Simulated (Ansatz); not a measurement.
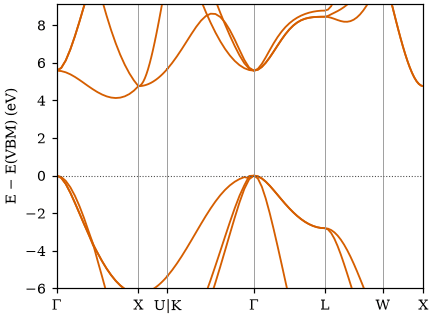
Figure: Band structure from plane-wave PAW PBE (Ansatz code)

Question: Read off the gap and where the band edges lie.

Answer: About 4.1 eV (4.13 eV by a search for the band edges); maximum at Γ, minimum on the Γ–X line, 73 % of the way from Γ.

Question: Which of these materials gives this?
(A) MgTe, zinc blende
(B) Na2S, anti-fluorite
(C) C, diamond
(D) Li2S, anti-fluorite

Answer: C, C, diamond

Space group Fd-3m (diamond). The PBE relaxation kept the symmetry of its start.

Potentials: the later of the program's two PAW sets.
